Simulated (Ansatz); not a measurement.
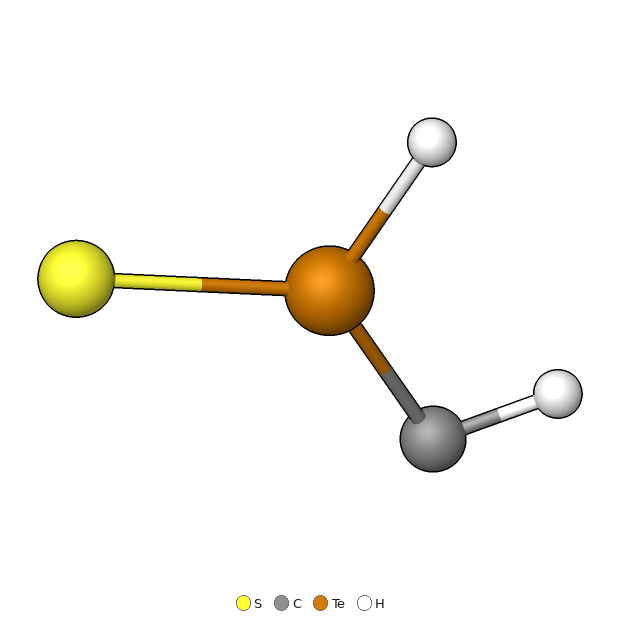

Computed geometry: PBE0-D4/def2-TZVP optimisation. No frequency run is at hand to confirm it as a minimum.

Give the formula.

CH₂STe, 5 atoms: 1 carbon, 2 hydrogen, 1 sulfur and 1 tellurium.

How many sets of symmetry-equivalent atoms are there?

5: 1 S, 1 C, 1 Te, 1 H, 1 H.

Give the symmetry (Schoenflies symbol).

Cs.

How many bonds of each kind are drawn?

1 Te–H, 1 S–Te, 1 C–Te, 1 C–H. Sticks follow a distance rule.

More results for the same structure follow; atom numbers are the same in all pictures, views and colours differ.

## Shape

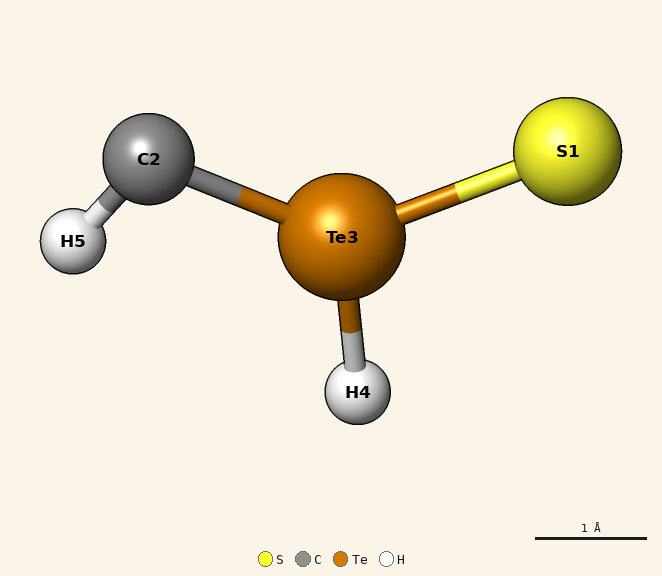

The atoms are numbered. No frequency run is at hand to confirm it as a minimum.

Give these bond angles: Te3–C2–H5, S1–Te3–C2, S1–Te3–H4, C2–Te3–H4.

| angle | degrees |
| --- | --- |
| Te3–C2–H5 | 100.7 |
| S1–Te3–C2 | 129.5 |
| S1–Te3–H4 | 108.5 |
| C2–Te3–H4 | 122.0 |

## Dipole moment

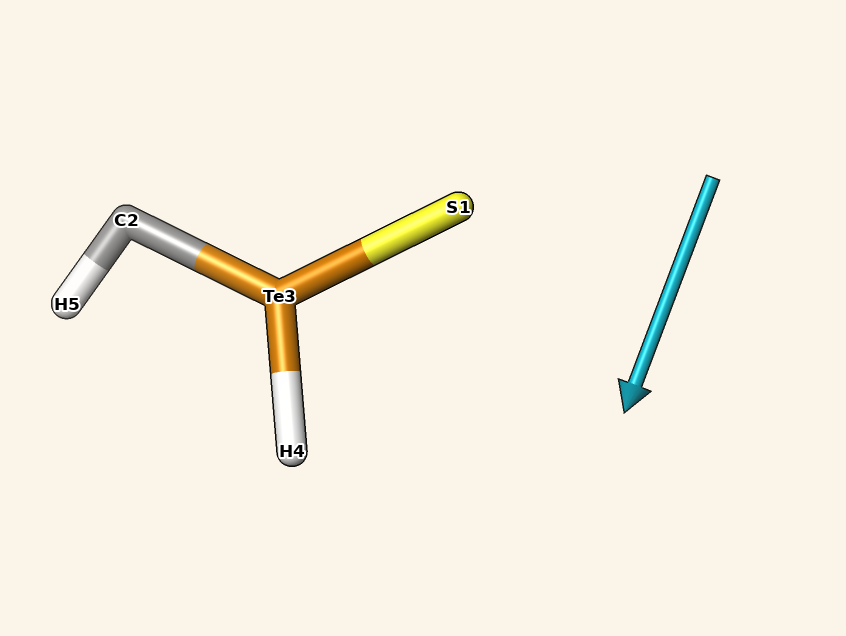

The arrow beside the molecule shows the direction of the dipole moment, from the negative to the positive end (its length means nothing). No frequency run is at hand to confirm it as a minimum. Level of theory: RKS PBE0-D4/def2-TZVP, core potentials on Te (Ansatz 0.2.0).

Estimate the dipole moment.

3.58 D; it points from the side of S1 to the side of H4 (the outermost atoms at the two ends).

## Electronic properties

No frequency run is at hand to confirm it as a minimum. Properties computed with RKS PBE0-D4/def2-TZVPP, core potentials on Te (Ansatz 0.2.0).

Estimate the HOMO energy (Kohn–Sham orbital).

−6.91 eV.

Give the HOMO–LUMO gap at this level.

3.74 eV.

## Charges

The questions are on Mulliken charges. No frequency run is at hand to confirm it as a minimum. Method: RKS PBE0-D4/def2-TZVP, core potentials on Te (Ansatz 0.2.0).

Which atom carries the highest charge (most positive or least negative)?

Te3 (0.60 e).

And the lowest?

C2 (−0.41 e).

List the Mulliken charges.

| atom | value (e) |
| --- | --- |
| S1 | −0.40 |
| C2 | −0.41 |
| Te3 | 0.60 |
| H4 | 0.06 |
| H5 | 0.16 |

Mulliken values depend strongly on the basis set and can even reverse the polarity of a bond.
